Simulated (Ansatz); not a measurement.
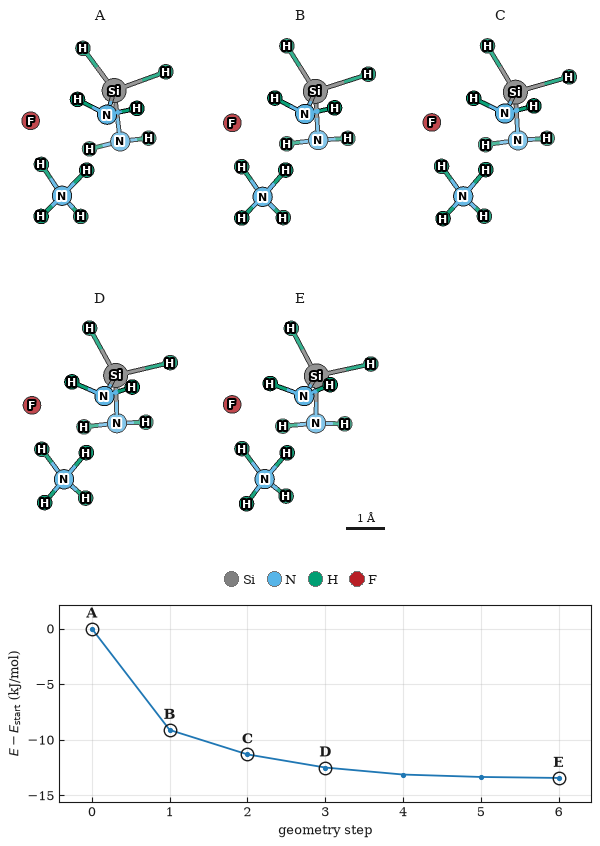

Frames of a constrained relaxation of SiN3H10F, marked on the history of the run. Style: ball-and-stick. Shown from a free direction.

The reaction that was planned forms Si1–F7, H6–N9, N2–H8 and breaks Si1–N2, H6–F7, H8–N9 (atoms numbered from 1 in input order).

All numbers below come from RKS PBE0-D4/def2-SVP (Ansatz).

The input:
```yaml
crystal:
  periodic: [false, false, false]
  atoms:
    - {symbol: Si, position_ang: [-0.895800, -1.095100, -0.150900]}
    - {symbol: N, position_ang: [-0.445100, -0.261900, 1.358800]}
    - {symbol: H, position_ang: [-0.376400, -2.442600, -0.277100]}
    - {symbol: H, position_ang: [-2.368400, -1.223400, 0.003800]}
    - {symbol: N, position_ang: [-0.790600, 0.092100, -1.423100]}
    - {symbol: H, position_ang: [1.516000, 0.377700, -0.173100]}
    - {symbol: F, position_ang: [1.480200, -0.896700, -0.447500]}
    - {symbol: H, position_ang: [0.436800, 0.992400, 0.836500]}
    - {symbol: N, position_ang: [1.218100, 1.409700, 0.232900]}
    - {symbol: H, position_ang: [-1.227900, -0.131100, 1.980500]}
    - {symbol: H, position_ang: [0.258300, -0.782500, 1.861100]}
    - {symbol: H, position_ang: [-1.595900, 0.098900, -2.028900]}
    - {symbol: H, position_ang: [0.029600, -0.004700, -2.001600]}
    - {symbol: H, position_ang: [1.939800, 1.901700, 0.742800]}
    - {symbol: H, position_ang: [0.821200, 1.965300, -0.514300]}
basis:
  gaussian: {orbitals: def2-SVP}
hamiltonian: {xc: pbe0, dispersion: d4}
relax: {f_tol: 0.04, max_steps: 150, escape_saddle: false, constraints: [{distance: [0, 6]}, {distance: [5, 8]}, {distance: [1, 7]}, {distance: [0, 1]}, {distance: [5, 6]}, {distance: [7, 8]}]}
```

Run as
```bash
ansatz run in.yaml --threads 8 --pin off --events-out ev --progress --plain --max-ram 19148MiB
```

Question: Describe the path.

Answer: The largest move after the best rigid fit is that of H4, 0.29 Å. By element the largest moves are H 0.29 Å, N 0.16 Å, Si 0.09 Å, F 0.08 Å. Among the contacts that change: Si1–H3 1.450 → 1.488 Å, Si1–H4 1.486 → 1.510 Å, N2–H10 1.008 → 1.018 Å, N5–H12 1.008 → 1.015 Å. Among the angles between lasting bonds that change: N2–Si1–N5 106.5° → 114.1°, H3–Si1–N5 123.2° → 118.7°, H12–N5–H13 107.8° → 112.1°. Over 6 geometry steps the energy falls by 13.4 kJ/mol. Largest force component: 0.72 eV/Å at the start, 0.024 eV/Å at the end. From step 0 to 1: H13 moves most (0.19 Å), energy −9.11 kJ/mol. From step 1 to 2: H4 moves most (0.08 Å), energy −2.20 kJ/mol. From step 2 to 3: H4 moves most (0.08 Å), energy −1.18 kJ/mol. From step 3 to 6: H atoms move most (0.09 Å), energy −0.94 kJ/mol.
